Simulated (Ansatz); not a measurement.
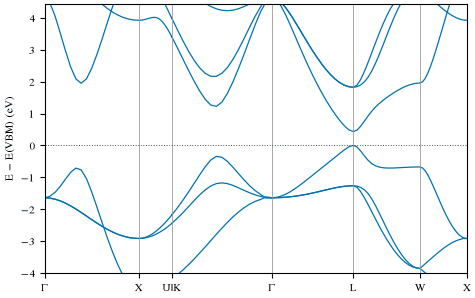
Band structure from the program Ansatz at the PBE level (PAW)

### Question
Read off the gap and where the band edges lie.

### Answer
About 0.4 eV (0.43 eV by a search for the band edges); maximum at L, minimum at L.

The material is PbSe (rock salt, space group No. 225).

Space group Fm-3m (rock salt). The cell was relaxed with PBE under the symmetry of its start. Scalar-relativistic: spin–orbit coupling is off unless named, which matters more the heavier the elements.

Potentials: the later of the program's two PAW sets.
